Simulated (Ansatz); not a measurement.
# YbRh (Pm-3m): phonons and vibrational spectra, part 2 of 3

Task: relax YbRh (Pm-3m), then find its harmonic phonons.

Ansatz 0.2.0; DFT PBEsol, scalar-relativistic, plane waves, PAW.

So far: The starting structure; Bringing the structure to rest. The relaxed cell has a = 3.327 Å (conventional setting).

### Step 3. Tight relaxation

Phonons need a cell at rest on their own settings, so the relaxation is repeated with tight tolerances on forces and stress, using the mesh and the filling of the phonon run that follows.

Contents of input.yaml:

```yaml
crystal:
  lattice:
    - [3.3274720432, 0.0, 0.0]
    - [0.0, 3.3274720432, 0.0]
    - [0.0, 0.0, 3.3274720432]
  atoms:
    - { symbol: Yb, position: [0.5, 0.5, 0.5] }
    - { symbol: Rh, position: [0.0, 0.0, 0.0] }
kpoints:
  mp_grid: { grid: [12, 12, 12] }
hamiltonian:
  xc: pbesol
scf:
  occupations: { method: methfessel_paxton, width: 0.2 }
output:
  forces: true
  stress: true
  eigenvalues: true
  write_density: true
  write_potential: true
  elf: true
  volumetric_format: npy
relax:
  adjacent_minimum: "off"
  f_tol: 0.001
  max_steps: 60
  cell: { stress_tol: 0.01 }
```

The run is started by

```sh
$ ansatz run input.yaml --threads 4 --pin off --max-ram 14336MiB --backend cpu --events-out ev --progress --plain --runs-dir out
```

Numbers of over 12 decimals in the logs are rounded to 6 here.

What it wrote:

```text
[...]
Crystal: 2 atoms, lattice volume = 36.842 Å³
Basis set: ecut = 420 eV, 739 PW (Γ), exchange–correlation on 48×48×48 points (8 copies of the dense FFT grid, shifted against one another)
Bands: 25, of which v1, the nominal top of the filled ones, is band 21 counted from 1 (20 counted from 0)
Symmetry: 48 space group operations
[...]
k-points: 84 of 1728
[...]
k-point 83: bands = [... 17 lower, 18.2529, 18.2689, 18.2689, 18.3980, 18.3980, 18.3980, 24.9969, 28.3052]
--- Relaxed structure (3 steps of the walk, 2 accepted, 1 SCFs on fresh bases) ---
[...]
cell:  # Å, volume = 36.6935 Å³
    - [3.322996, 0, 0.0]
    - [0.0, 3.322996, 0.0]
    - [0, 0.0, 3.322996]
  atoms:
    - { symbol: Yb, position: [0.5, 0.5, 0.5] }
    - { symbol: Rh, position: [0, 0, 0.0] }
[key lines of the parts left out:]
SCF converged after 6 iterations
Free energy (F): -20016.294962 eV
Fermi energy:    18.486710 eV
P = ⅓ Tr σ = -0.0039 GPa (-0.039 kbar)
```

Wall time 6.8 s (4 threads of Arm Neoverse V1, shared host); peak memory 0.4 GiB.

Relaxation path:

```csv
step,energy less that of the first step (eV),largest force component (eV/Å),pressure (GPa),volume (Å³)
1,0.0000,0.0000,-0.45,36.84
2,0.0001,0.0000,0.62,36.49
3,-0.0003,0.0000,0.00,36.69
4*,-0.0002,0.0000,0.00,36.69
```

Relaxation steps marked * repeat the geometry before them on a plane-wave basis chosen anew for their cell, so energy and pressure can jump there. Relaxation step 2 was tried and not accepted.

Forces are held to the 48 operations that the run works with; a distortion that breaks them can't arise in this run.

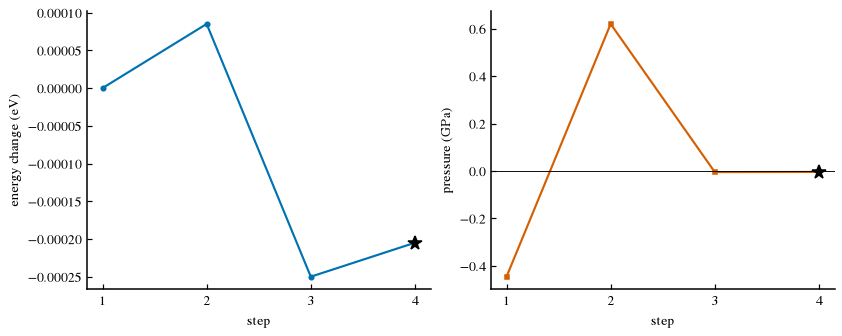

Energy and pressure along the relaxation. Stars mark steps on a basis chosen anew.

```
conventional cell, symmetrised  before  after  change
                         a (Å)   3.327  3.323  -0.1 %
                         b (Å)   3.327  3.323  -0.1 %
                         c (Å)   3.327  3.323  -0.1 %
              volume (Å³/atom)   18.42  18.35  -0.4 %
```

Final coordinates:

```xyz
2
Lattice="3.3230 0.0000 0.0000 0.0000 3.3230 0.0000 0.0000 0.0000 3.3230" Properties=species:S:1:pos:R:3 pbc="T T T"
Yb    1.6615    1.6615    1.6615
Rh    0.0000    0.0000    0.0000
```

Numbers from this step:

```
pressure        : -0.003925 GPa
volume per atom : 18.35 Å³
```

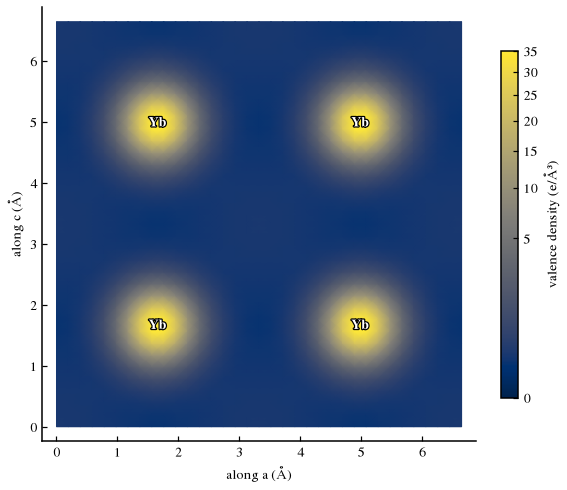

Valence density in the ac plane at fractional y = 0.500, with atoms of Yb within 0.2 Å of it. It is the smooth field of the valence electrons, not physical close to the nuclei. The colour scale is stretched toward low values.

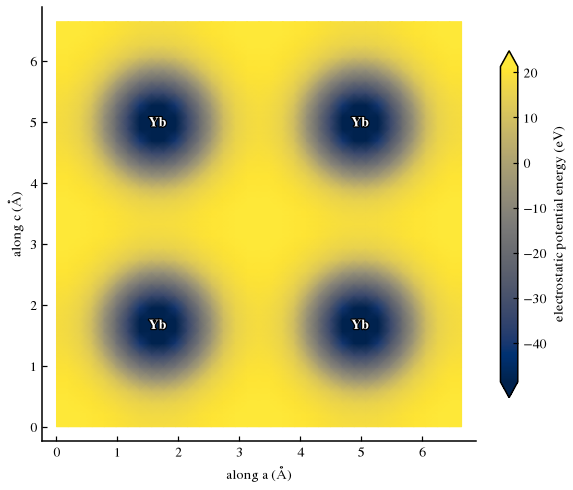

Electrostatic potential energy in the ac plane at fractional y = 0.500, with atoms of Yb within 0.2 Å of it. With pseudopotentials it is smooth inside the atoms' cores, unlike the true potential.

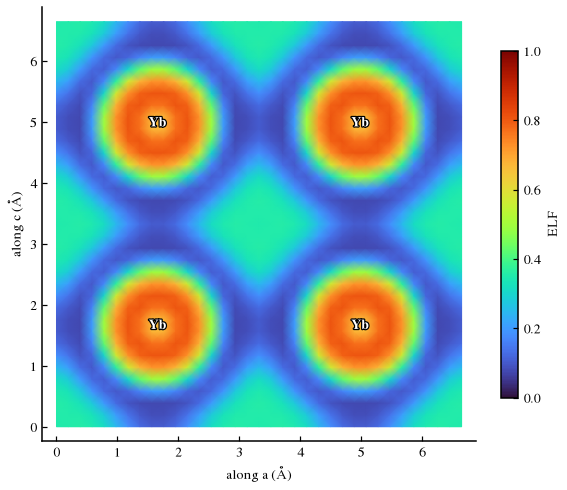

ELF in the ac plane at fractional y = 0.500, with atoms of Yb within 0.2 Å of it. It is the smooth field of the valence electrons, not physical close to the nuclei.

The forces vanish by symmetry and the pressure is -0.004 GPa, within the tolerances set. The cell now holds 18.35 Å³/atom.

### Step 4. Zone-centre response

The zone centre comes first: it holds the modes that light can see, as far as symmetry allows. No field response is asked, since the mesh shows no gap.

input.yaml, the sections that differ from step 3:

```yaml
crystal:
  lattice:
    - [3.3229959178, 0.0, 0.0]
    - [0.0, 3.3229959178, 0.0]
    - [0.0, 0.0, 3.3229959178]
  atoms:
    - { symbol: Yb, position: [0.5, 0.5, 0.5] }
    - { symbol: Rh, position: [0.0, 0.0, 0.0] }
output:
  eigenvalues: true
phonons:
  method: dfpt
# kpoints, hamiltonian, scf: as in step 3
# relax: removed
```

What it wrote:

```text
[...]
Crystal: 2 atoms, lattice volume = 36.694 Å³
Basis set: ecut = 420 eV, 739 PW (Γ), exchange–correlation on 48×48×48 points (8 copies of the dense FFT grid, shifted against one another)
Bands: 25, of which v1, the nominal top of the filled ones, is band 21 counted from 1 (20 counted from 0)
Symmetry: 48 space group operations
k-points: 196 of 1728 (irreducible under 8 space group operations, time reversal used)
[...]
SCF iter   1: F=—  HF=-20017.344427 eV  |F-HF|=—  |Δ(HF+E_count)|=         —  Δρ=1.79e-1  dr2=9.52e0  ethr=3.10e-3  ⟨swp⟩=5.3  Hψ=22957  notcnv=0
[...]
SCF iter  13: F=-20016.294962 eV  HF=-20016.294962 eV  |F-HF|=0.00e0  |Δ(HF+E_count)|=    0.00e0  S|Δr|=    0.00e0  Δρ=7.48e-8  dr2=1.09e-12  ethr=1.00e-12  ⟨swp⟩=7.0  Hψ=30851  notcnv=0
SCF 1 converged in 13 iterations: F = -20016.294962 eV  dr2 = 1.09e-12
[...]
DFPT response loops at Γ: preconditioner auto → Kerker (q_TF=auto, 2.779 Å⁻¹) (partly filled bands, converged f_vac=0.000); β = 1.00, the filter's whole step (`scf.mixing.beta` (0.50) is not read by the response loops under this deck's `scf.mixing.preconditioner`; to damp them name `kerker` or `kerker_dos`, under which they read `scf.mixing.beta`, and type it under 1.00, their step now; both keys bind the ground state too); Broyden in place of MSR1
SCF converged after 13 iterations
[...]
Free energy (F): -20016.294962 eV
[...]
Internal energy: -20016.361957 eV  (E = F + TS)
E sigma→0 (E₀):  -20016.311710 eV
Entropy (-TS):   0.066995 eV (33.498 meV/atom)
Fermi energy:    18.486710 eV
[...]
--- Band table (eV; the first three rows and the last of 196) ---
  k-point 0: bands = [... 17 lower, 18.1937, 18.2085, 18.2085, 18.2085, 22.1604, 22.1604, 26.9169, 26.9169]
  k-point 1: bands = [... 17 lower, 18.1992, 18.2199, 18.2259, 18.2259, 22.0416, 22.1840, 25.9417, 25.9417]
  k-point 2: bands = [... 17 lower, 18.1900, 18.2770, 18.2770, 18.2920, 21.7128, 22.1503, 24.7783, 24.7783]
  k-point 195: bands = [... 17 lower, 18.2529, 18.2689, 18.2689, 18.3980, 18.3980, 18.3980, 24.9969, 28.3052]
--- Phonons (Γ-DFPT): 2 representative perturbations + reference, on 196 of 1728 k-points (Σ response iterations 6) ---
  k mesh reduced under 8 symmetry operations, with k and −k counted as one. Each operation leaves every solved perturbation unchanged. A smaller set is not used because it would not reduce the number of displacements times k-points to solve
  ASR residual: 4.963e-5 → 0.000e0 eV/Å²; symmetrization residual: 2.385e-5 eV/Å²
  ASR residual per site (eV/Å²): 4.96e-5 2.67e-5
  Γ frequencies (cm⁻¹): 0.00 0.00 0.00 138.65 138.65 138.65
  non-analytic LO–TO correction: not included (Born effective charges unavailable; polar crystals: no LO–TO splitting at Γ)
```

Run time: 15 s. Hardware: 4 threads; peak memory 0.81 GiB; 56 s of CPU time.

This step gave:

```yaml
sum_rule_residual_before_enforcement: 4.96e-5 eV/Å²
point_group: m-3m
highest_optical_mode_at_the_zone_centre_no_lo_to_term: 138.7 cm⁻¹
lowest_optical_zone_centre_mode: 138.7 cm⁻¹
```

Patterns of degenerate modes are one choice out of their space. The modes at Γ (shares of kinetic energy by element, %):

```
mode  frequency (cm⁻¹)  symmetry  Yb %  Rh %
   1               0.0  acoustic    63    37
   2               0.0  acoustic    63    37
   3               0.0  acoustic    63    37
   4             138.7       T1u    37    63
   5             138.7       T1u    37    63
   6             138.7       T1u    37    63
```

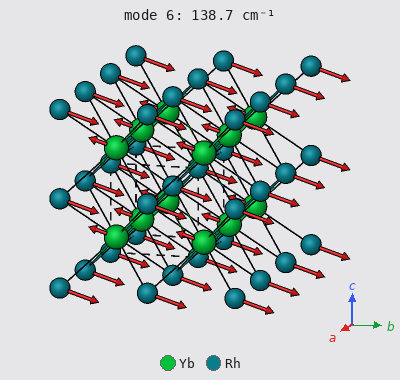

Displacement patterns of mode 6 at Γ; arrows are exaggerated. 3×2×2 cells are drawn. Some periodic images of atoms are drawn too.

Before it was imposed, the acoustic sum rule was missed by 5.0e-5 eV/Å². Small misses are needed for a sound result but don't prove that mesh and cutoff are converged. The lowest optical mode is real, 139 cm⁻¹.

### Step 5. The dispersion

Stability and thermal properties need the whole zone. Linear response on a 4×4×4 q mesh gives force constants as far as a supercell of that size would.

Changes to input.yaml since step 4:

```diff
@@ -18 +18,8 @@
   method: dfpt
+  qmesh: [4, 4, 4]
+  temperatures: { t_max: 1000, t_step: 50 }
+  qpath:
+    path:
+      - [[0.0, 0.0, 0.0], [0.0, 0.5, 0.0], [0.5, 0.5, 0.0], [0.0, 0.0, 0.0], [0.5, 0.5, 0.5], [0.0, 0.5, 0.0]]
+      - [[0.5, 0.5, 0.5], [0.5, 0.5, 0.0]]
+    npoints: 10
```

What it wrote:

```text
[...]
Crystal: 2 atoms, lattice volume = 36.694 Å³
Basis set: ecut = 420 eV, 739 PW (Γ), exchange–correlation on 48×48×48 points (8 copies of the dense FFT grid, shifted against one another)
Bands: 25, of which v1, the nominal top of the filled ones, is band 21 counted from 1 (20 counted from 0)
Symmetry: 48 space group operations
k-points: 84 of 1728
[...]
SCF iter   1: F=—  HF=-20017.344750 eV  |F-HF|=—  |Δ(HF+E_count)|=         —  Δρ=1.79e-1  dr2=9.52e0  ethr=3.10e-3  ⟨swp⟩=5.2  Hψ=9806  notcnv=0
[...]
SCF iter  13: F=-20016.294962 eV  HF=-20016.294962 eV  |F-HF|=3.64e-12  |Δ(HF+E_count)|=  3.64e-12  S|Δr|=    0.00e0  Δρ=7.71e-8  dr2=1.11e-12  ethr=1.00e-12  ⟨swp⟩=7.0  Hψ=13190  notcnv=0
SCF 1 converged in 13 iterations: F = -20016.294962 eV  dr2 = 1.11e-12
[...]
phonons: the bands overlap, so this run is a metal and interpolates without the dipole-dipole term. If the crystal is really an insulator or semiconductor, its LO-TO splitting is missing
NSCF: frozen V_eff on 84 k-points
[...]
DFPT response loops at q = (0, 0, 0) (fractional): preconditioner auto → Kerker (q_TF=auto, 2.779 Å⁻¹) (partly filled bands, converged f_vac=0.000); β = 1.00, the filter's whole step (`scf.mixing.beta` (0.50) is not read by the response loops under this deck's `scf.mixing.preconditioner`; to damp them name `kerker` or `kerker_dos`, under which they read `scf.mixing.beta`, and type it under 1.00, their step now; both keys bind the ground state too); Broyden in place of MSR1
[...]
SCF converged after 13 iterations
[...]
Free energy (F): -20016.294962 eV
[...]
Internal energy: -20016.361957 eV  (E = F + TS)
E sigma→0 (E₀):  -20016.311710 eV
Entropy (-TS):   0.066995 eV (33.498 meV/atom)
Fermi energy:    18.486710 eV
[...]
--- Band table (eV; the first three rows and the last of 84) ---
  k-point 0: bands = [... 17 lower, 18.1937, 18.2085, 18.2085, 18.2085, 22.1604, 22.1604, 26.9169, 26.9169]
  k-point 1: bands = [... 17 lower, 18.1992, 18.2199, 18.2259, 18.2259, 22.0416, 22.1840, 25.9417, 25.9417]
  k-point 2: bands = [... 17 lower, 18.1900, 18.2770, 18.2770, 18.2920, 21.7128, 22.1503, 24.7783, 24.7783]
  k-point 83: bands = [... 17 lower, 18.2529, 18.2689, 18.2689, 18.3980, 18.3980, 18.3980, 24.9969, 28.3052]
--- Phonons (Γ-DFPT): 2 representative perturbations + reference (Σ response iterations 6) ---
  ASR residual: 2.859e-5 → 0.000e0 eV/Å²; symmetrization residual: 2.152e-5 eV/Å²
  ASR residual per site (eV/Å²): 2.33e-5 2.86e-5
  Γ frequencies (cm⁻¹): 0.00 0.00 0.00 138.65 138.65 138.65
--- Phonons (arbitrary-q DFPT): 10 irreducible q on the 4×4×4 mesh ---
  q = [0.0000, 0.0000, 0.0000] (star 1, of the zone-centre solve; hermiticity 9.44e-6, symmetrization 1.30e-11): -0.00 0.00 0.00 138.65 138.65 138.65
  q = [0.0000, 0.0000, 0.2500] (star 6, 4 solved perturbations in 1848 linear systems a pass and spin channel, the states on 588 of 1728 k-point pairs; hermiticity 5.27e-6, symmetrization 1.91e-12): 44.76 44.76 81.98 130.35 130.35 143.43
[...]
q = [0.0000, 0.2500, -0.5000] (star 12, 6 solved perturbations on 588 of 1728 k-point pairs; hermiticity 2.43e-6, symmetrization 9.12e-8): 72.25 76.12 95.08 120.50 134.49 147.10
[...]
sum rule: each row above includes the acoustic sum rule's correction from the zone centre's row sums; it moved no ω² by more than (0.27 cm⁻¹)²
  mesh force constants: q→R imaginary residual 2.18e-18; ASR residual 2.859e-5 → 0.000e0 eV/Å²; symmetrization residual 7.994e-15 eV/Å²
  interpolated dispersion: 62 rows × 6 modes
  density of states and harmonic sums: on the 20×20×20 q-mesh, interpolated from the force constants of a 4×4×4 supercell (no non-analytic term)
  largest difference from the sums on the solved wave vectors: F 1.43e-2 eV, S 1.83e-5 and C_V 4.01e-6 eV/K
  zero-point energy: 0.039479 eV/cell   skipped modes (ω ≤ 0): 3   left out of the sums: 6.25e-5 of the cell's modes: C_V's classical limit lies that fraction below 3 k_B per atom; for a crystal, a wire or a layer, F and S can be off by more, and a phonons.interpolated_qmesh denser along its periods is the remedy for the sampling
```

Elapsed: 7.7 min, on 4 threads; peak memory 2.5 GiB.

Numbers from this step:

```
sum-rule residual before enforcement                    : 2.86e-5 eV/Å²
lowest frequency on the path                            : 0 cm⁻¹
highest frequency on the path or at a solved wavevector : 149 cm⁻¹
mean frequency                                          : 106.1 cm⁻¹
Debye temperature (second moment)                       : 205 K
logarithmic mean frequency                              : 100.7 cm⁻¹
lowest mode on the q mesh (acoustic modes at Γ apart)   : 44.76 cm⁻¹
zero-point energy per atom                              : 19.74 meV
heat capacity at 300 K                                  : 24.37 J/(mol atoms K)
vibrational entropy at 300 K                            : 43.38 J/(mol atoms K)
```

Frequencies (cm⁻¹) solved at each irreducible wavevector; negative means imaginary. Frequencies by wavevector, by row:

| q in reciprocal lattice units | star | mode 1 | mode 2 | mode 3 | mode 4 | mode 5 | mode 6 |
| --- | --- | --- | --- | --- | --- | --- | --- |
| 0 0 0 | 1 | 0 | 0 | 0 | 138.7 | 138.7 | 138.7 |
| 0 0 0.25 | 6 | 44.8 | 44.8 | 82 | 130.3 | 130.3 | 143.4 |
| 0 0 -0.5 | 3 | 74.5 | 74.5 | 115.3 | 115.3 | 119.5 | 144.9 |
| 0 0.25 0.25 | 12 | 53.8 | 58.1 | 111.7 | 118.8 | 125.5 | 142.9 |
| 0 0.25 -0.5 | 12 | 72.2 | 76.1 | 95.1 | 120.5 | 134.5 | 147.1 |
| 0 -0.5 -0.5 | 3 | 71 | 75.2 | 75.2 | 129.5 | 149 | 149 |
| 0.25 0.25 0.25 | 8 | 72.6 | 72.6 | 101.1 | 125.3 | 133.6 | 133.6 |
| 0.25 0.25 -0.5 | 12 | 73.8 | 94.8 | 102.3 | 112.4 | 133.2 | 146 |
| 0.25 -0.5 -0.5 | 6 | 89 | 89 | 101.5 | 120.2 | 141.9 | 141.9 |
| -0.5 -0.5 -0.5 | 1 | 114.2 | 114.2 | 114.2 | 125.2 | 125.2 | 125.2 |

(Continued in part 3 of 3.)

[Logs are printed without paths, hosts, clocks, repeated set-up lines and the standing remarks that a program may print on its own settings, such as how far it seeks lower states.]

[Hosts, paths, dates, database ids (printed as entryN), source tags and the programs' standing remarks are cut or masked in the printed files.]
